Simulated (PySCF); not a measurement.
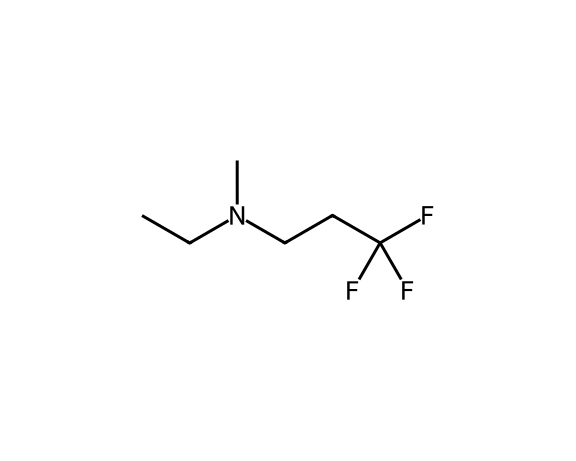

2D structure.

**Give its SMILES.**

CCN(C)CCC(F)(F)F

**What is the molecular formula?**

C6H12F3N.

**An optimisation with GFN2-xTB gave a structure of which point group?**

C1. Other conformers may differ.

The parts below concern this one geometry. Atoms keep their numbers from picture to picture. The geometry was computed by an optimisation with GFN2-xTB. No frequency run is at hand to confirm it as a minimum.

## Geometry

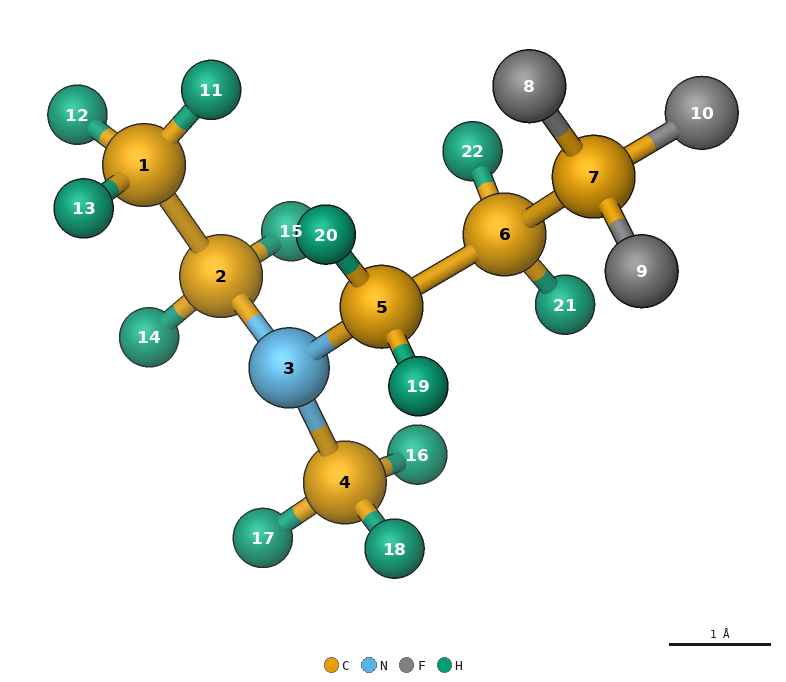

The atoms are numbered. No frequency run is at hand to confirm it as a minimum.

List the bonds and their lengths. Leave out bonds to hydrogen.

| bond | length (Å) | order |
| --- | --- | --- |
| C1–C2 | 1.523 | single |
| C2–N3 | 1.454 | single |
| N3–C4 | 1.447 | single |
| N3–C5 | 1.441 | single |
| C5–C6 | 1.549 | single |
| C6–C7 | 1.509 | single |
| C7–F8 | 1.343 | single |
| C7–F9 | 1.342 | single |
| C7–F10 | 1.345 | single |

## NMR shielding

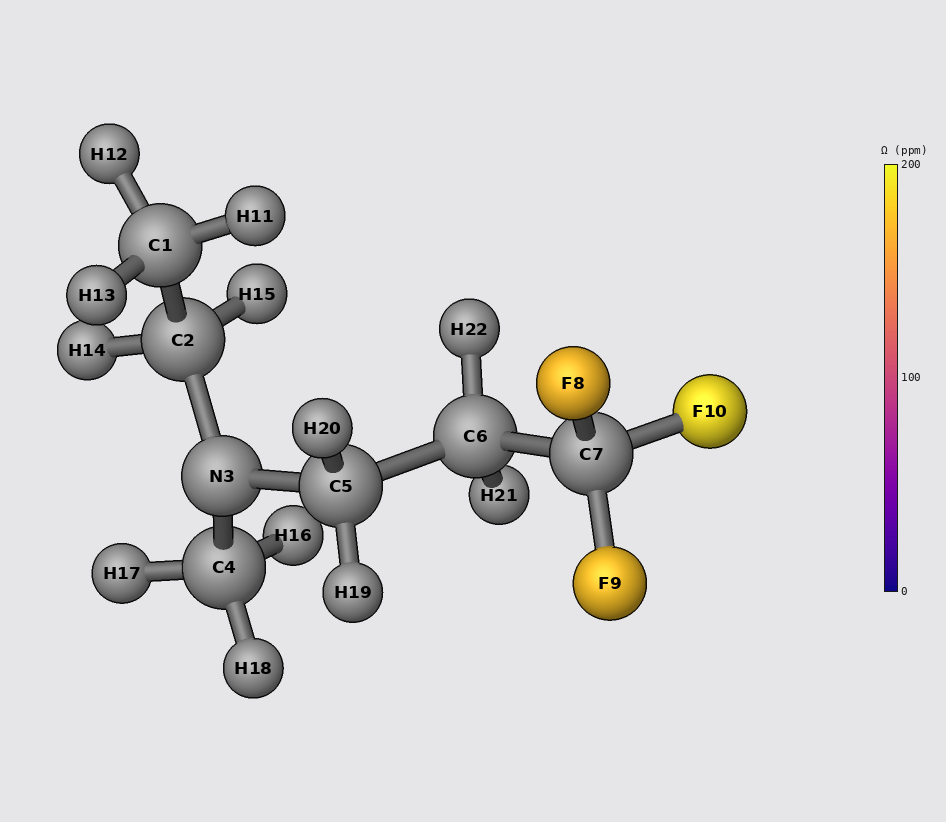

The F atoms are coloured by the span of their shielding tensor. No frequency run is at hand to confirm it as a minimum. Properties computed with GIAO PBE0/pcSseg-1 NMR shielding, non-relativistic, gas phase (PySCF 2.14.0). Principal shieldings σ11 ≤ σ22 ≤ σ33, span Ω = σ33 − σ11, skew κ = 3(σiso − σ22)/Ω.

Give the shielding tensors of the F atoms.

```json
{"atom": "F8", "σ11": "169.4", "σ22": "266.0", "σ33": "342.2", "σiso": "259.2", "Ω": "172.9", "κ": "−0.12"}
{"atom": "F9", "σ11": "168.9", "σ22": "269.8", "σ33": "344.3", "σiso": "261.0", "Ω": "175.5", "κ": "−0.15"}
{"atom": "F10", "σ11": "153.1", "σ22": "242.9", "σ33": "342.7", "σiso": "246.2", "Ω": "189.6", "κ": "0.05"}
```

Shieldings and span in ppm.

## Charges

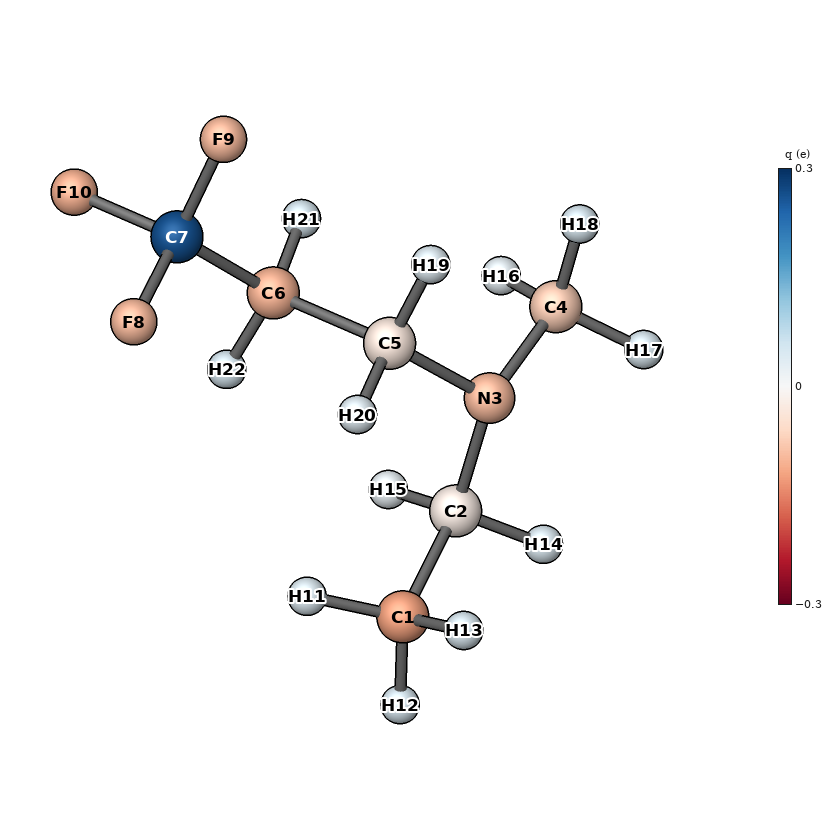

Atoms are coloured by their Hirshfeld charges. No frequency run is at hand to confirm it as a minimum. Method: PBE0/pcSseg-1, gas phase (PySCF 2.14.0).

List the Hirshfeld charges.

| atom | value (e) |
| --- | --- |
| C1 | −0.12 |
| C2 | −0.02 |
| N3 | −0.09 |
| C4 | −0.07 |
| C5 | −0.03 |
| C6 | −0.10 |
| C7 | 0.26 |
| F8 | −0.09 |
| F9 | −0.09 |
| F10 | −0.10 |
| H11 | 0.04 |
| H12 | 0.05 |
| H13 | 0.04 |
| H14 | 0.04 |
| H15 | 0.02 |
| H16 | 0.03 |
| H17 | 0.04 |
| H18 | 0.05 |
| H19 | 0.04 |
| H20 | 0.04 |
| H21 | 0.05 |
| H22 | 0.05 |

## Electronic properties

No frequency run is at hand to confirm it as a minimum. Level of theory: PBE0/pcSseg-1, gas phase (PySCF 2.14.0).

Computed properties:

- dipole moment: 2.58 D
- HOMO energy (Kohn–Sham orbital): −6.31 eV
- LUMO energy (Kohn–Sham orbital): 1.16 eV
- HOMO–LUMO gap: 7.47 eV
